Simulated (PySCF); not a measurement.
**BFH$_{3}$, charge −1, SMILES `[BH3-]F`: what the electrons do**

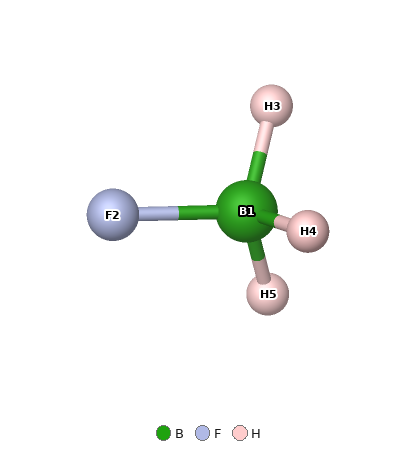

The molecule, with its atoms numbered as below. No frequency check shows the geometry to be a minimum.

Cartesian coordinates (Å):

```
B1      -0.6971   -0.0000    0.0000
F2       0.7488    0.0000    0.0000
H3      -1.0845   -0.0571    1.1632
H4      -1.0845    1.0359   -0.5322
H5      -1.0845   -0.9788   -0.6310
```

Part 1: Bonding charge

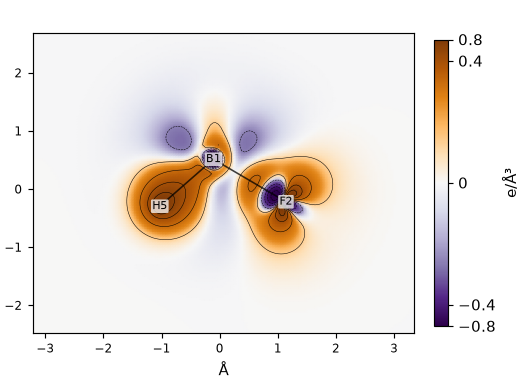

Deformation density (molecule less spherical, spin-averaged free atoms) in the plane of B1, F2 and H5; colour scale in e/Å³, logarithmic beyond ±0.1; orange: gain, purple: loss.

Method: B3LYP/6-31+G*; geometry: GFN2-xTB; program: PySCF.

Q: Describe the bonding that the map shows.

A: B1–H5: +0.30 e/Å³ at the bond critical point (bond length 1.23 Å). B1–F2: +0.01 e/Å³ at the bond critical point (bond length 1.45 Å); up to 0.6 Å beside the axis the gain reaches +0.23 e/Å³. In all, 1.4 electrons gather in the regions of gain relative to the promolecule of neutral atoms (this includes the anion's extra charge). A small or negative value marks a very polar bond, one between electron-rich atoms, whose free-atom densities already overlap strongly, a long bond to a heavier atom, or a closed-shell contact such as a hydrogen bond.

Q: Where do the Hirshfeld charges lie?

A: The highest Hirshfeld charge is on B1 (−0.15 e), the lowest on F2 (−0.34 e).

```csv
atom,charge (e)
B1,−0.15
F2,−0.34
H3,−0.17
H4,−0.17
H5,−0.17
```

Part 2: Bond critical points

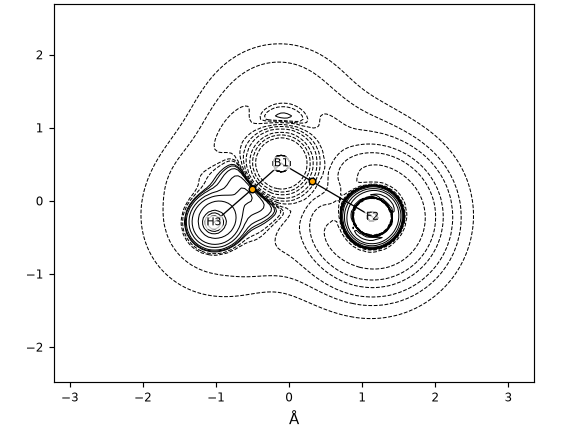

Negative Laplacian of the density (−∇²ρ) in the plane of B1, F2 and H3 (solid lines positive, dashed lines negative, contours at ±0.02 to ±8 a.u.), with bond paths and bond critical points (dots).

Q: At which bond critical points in this plane is charge locally concentrated, and at which depleted?

A: Concentrated (∇²ρ < 0): B1–H3 (−0.20 a.u.). Depleted (∇²ρ > 0): B1–F2 (+0.84 a.u., H = −0.057). A positive Laplacian with clearly negative H marks a strongly polar covalent bond, whose critical point lies close to the core of the less electronegative atom.

Q: Where along B1–F2 does the critical point lie?

A: 0.48 Å from B1 and 0.97 Å from F2.

Part 3: Electrostatic potential

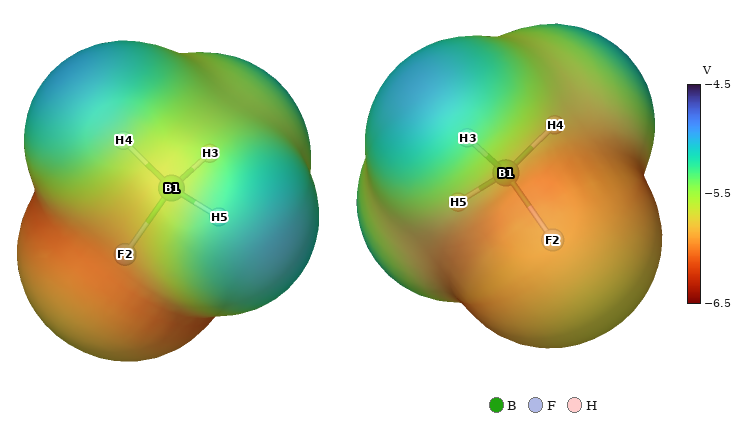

Electrostatic potential on the surface of electron density 0.001 a.u. (back view left, front view right).

Q: Where are the extremes of the potential on the surface?

A: Highest: −4.97 V, 1.6 Å from H3, and at like points elsewhere. Further maxima include −5.67 V, 1.7 Å from F2. Lowest: −6.10 V, about equally far (1.8 Å) from F2 and H3, over B1 (2.2 Å), and at like points elsewhere. The surface is sampled at points, so like sites can differ by a few per cent and only the strongest of them is named.

Q: What volume does the surface enclose?

A: About 63 Å³.
